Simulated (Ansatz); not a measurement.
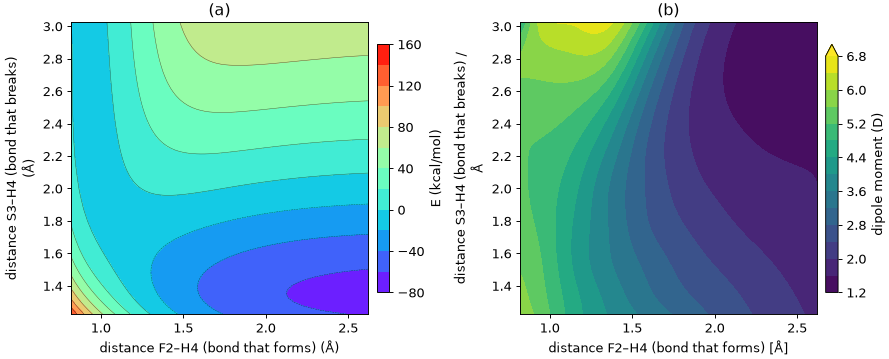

The reacting system AlFH₂OS. First axis: distance F2–H4 (bond that forms). Second axis: distance S3–H4 (bond that breaks). Relaxed at each point: all other coordinates. Grid: 9 × 9 points. Points are written as (first, second). Energies are in kcal/mol, from a guessed transition structure relaxed with its forming and breaking bonds held. The reference is spin-restricted, so regions where a bond is pulled apart into radicals lie too high. The calculation used RHF/def2-SVP (Ansatz 0.2.0).

Panel (a) is the energy and panel (b) the computed dipole moment on the same grid.

The picture shows filled contours. Between grid points the surface is interpolated.

**How does the dipole moment vary over the map, and what is it at the lowest grid point?**

Leaving out the highest fifth of the energies, it runs from 1.41 D at (2.619 Å, 2.480 Å) to 6.43 D at (1.137 Å, 3.024 Å). At the lowest grid point, (2.619 Å, 1.358 Å), it is 1.83 D. That point lies on the edge of the scan.
